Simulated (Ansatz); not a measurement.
# Cd10H24Se10···H2···H2···H2 (Cd10Se10 zinc blende bond sphere): what the fields show

Input file:

```
crystal:
  periodic: [false, false, false]
  atoms:
    - {symbol: Cd, position_ang: [-2.643115, -2.446338, -0.578426]}
    - {symbol: Cd, position_ang: [-3.570100, 1.622855, -4.064588]}
    - {symbol: Cd, position_ang: [-2.477606, 0.534724, 2.647549]}
    - {symbol: Cd, position_ang: [-1.887025, 3.557050, -2.130649]}
    - {symbol: Cd, position_ang: [1.924976, -1.816501, -3.507818]}
    - {symbol: Cd, position_ang: [0.353696, -2.566827, 2.462364]}
    - {symbol: Cd, position_ang: [4.028884, -3.583195, -1.767080]}
    - {symbol: Cd, position_ang: [0.597840, 0.637444, -0.582930]}
    - {symbol: Cd, position_ang: [1.634445, 4.018698, 3.648775]}
    - {symbol: Cd, position_ang: [3.514738, 2.102248, 1.878572]}
    - {symbol: Se, position_ang: [-3.742608, -0.307661, -1.913082]}
    - {symbol: Se, position_ang: [-0.381683, -2.807709, -2.304114]}
    - {symbol: Se, position_ang: [-0.974913, -0.877462, 0.914750]}
    - {symbol: Se, position_ang: [-0.639945, 1.162015, -2.900137]}
    - {symbol: Se, position_ang: [-2.843093, 2.383472, 0.349738]}
    - {symbol: Se, position_ang: [-0.365217, 1.914575, 3.754804]}
    - {symbol: Se, position_ang: [2.869958, -0.670199, -1.118088]}
    - {symbol: Se, position_ang: [1.831549, -3.742071, 0.345037]}
    - {symbol: Se, position_ang: [2.308816, -0.366936, 2.825673]}
    - {symbol: Se, position_ang: [1.118335, 2.936562, 0.687013]}
    - {symbol: H, position_ang: [-3.462159, -3.854138, -0.125635]}
    - {symbol: H, position_ang: [-3.781848, 0.955771, -5.584509]}
    - {symbol: H, position_ang: [-6.656541, 2.151668, -3.380068]}
    - {symbol: H, position_ang: [-3.927794, 0.218880, 3.451997]}
    - {symbol: H, position_ang: [-3.541662, 3.029274, -2.934239]}
    - {symbol: H, position_ang: [-1.101198, 5.045213, -2.021429]}
    - {symbol: H, position_ang: [2.044925, -1.083139, -5.024156]}
    - {symbol: H, position_ang: [2.835279, -3.537631, -3.061874]}
    - {symbol: H, position_ang: [0.138042, -3.475291, 3.866015]}
    - {symbol: H, position_ang: [3.239593, -6.721153, -1.987016]}
    - {symbol: H, position_ang: [5.462624, -3.802894, -0.942218]}
    - {symbol: H, position_ang: [0.976293, 5.530212, 3.932614]}
    - {symbol: H, position_ang: [2.346134, 2.861376, 6.690618]}
    - {symbol: H, position_ang: [4.997377, 1.986047, 1.084724]}
    - {symbol: H, position_ang: [3.018755, 2.873163, 3.560876]}
    - {symbol: H, position_ang: [-5.157917, -0.410750, -1.527011]}
    - {symbol: H, position_ang: [-6.558077, 1.399191, -3.357612]}
    - {symbol: H, position_ang: [-0.455173, -4.166418, -2.864968]}
    - {symbol: H, position_ang: [0.705842, -3.348653, -0.889770]}
    - {symbol: H, position_ang: [0.471411, 1.874520, -3.551417]}
    - {symbol: H, position_ang: [-3.329669, 1.136627, -0.568905]}
    - {symbol: H, position_ang: [-4.205270, 2.938470, 0.426869]}
    - {symbol: H, position_ang: [-0.491547, 1.516940, 5.164900]}
    - {symbol: H, position_ang: [1.598884, 2.799336, 6.572668]}
    - {symbol: H, position_ang: [3.564558, 0.425405, -1.812432]}
    - {symbol: H, position_ang: [3.499865, -6.603303, -1.283540]}
    - {symbol: H, position_ang: [1.339654, -5.126468, 0.427624]}
    - {symbol: H, position_ang: [2.870737, -0.465251, 4.183938]}
    - {symbol: H, position_ang: [1.086527, 0.559643, 3.328827]}
    - {symbol: H, position_ang: [1.814422, 3.608660, -0.422204]}
basis:
  gaussian: {orbitals: def2-TZVP, fitting: {mean_field: def2-universal-jkfit}}
hamiltonian: {xc: pbe0, dispersion: d4}
scf: {omitted_lower_state_checks: [starts]}
output: {orbitals: {seedname: orbitals}}
```

Command:

```sh
ansatz run in.yaml --threads 11 --pin off --events-out ev --progress --plain --max-ram 110592MiB --backend cuda --devices 0, --max-vram 75GiB
```

Geometry: r2SCAN-D4/def2-SVP, loosely relaxed; core potentials replace the inner electrons of Cd.

Theory: Ansatz, RKS PBE0-D4/def2-TZVP.

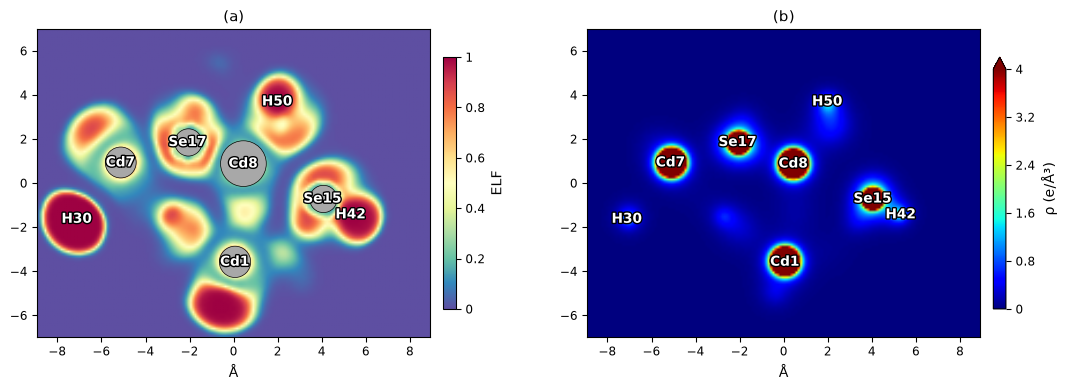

Figure 1. (a) electron localisation function; (b) electron density on the plane of atoms Cd7, Se17 and Cd8. Grey discs cover the atomic cores in the ELF map.

> Describe what can be read from this map.

- The section cuts through Cd, Se and H sites.
- Cd–Se (2.68 Å): ρ at the midpoint is about 0.35 e/Å³; the ELF peaks at about 0.80 in the valence shell of Se, 1.0 Å from its nucleus, and is about 0.40 at the midpoint.

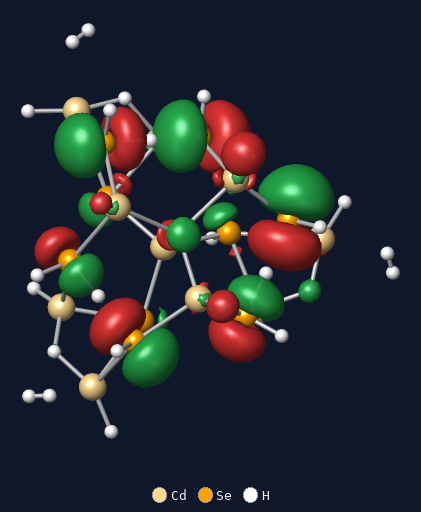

Figure 2. The HOMO at ±0.06 Å⁻³ᐟ² (green and red are the two phases), seen at a tilt.

> Where does this orbital lie, and at what energy?

By Hirshfeld shares it lies mainly on Se11 (about 20 %), Se12 (about 15 %), Se18 (about 10 %), Se16 (about 10 %) and Se15 (about 10 %). Its energy is −6.96 eV.

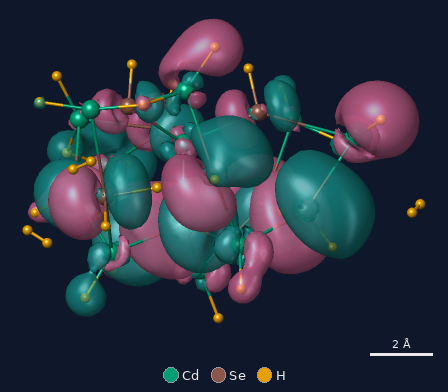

Figure 3. The HOMO−1 at ±0.03 Å⁻³ᐟ² (teal and pink are the two phases), seen from one side.

> Describe this orbital and give its energy.

By Hirshfeld shares it lies mainly on Se11 (about 25 %), Se13 (about 15 %), Se16 (about 10 %), Se12 (about 10 %) and Se15 (about 10 %). Its energy is −7.00 eV.
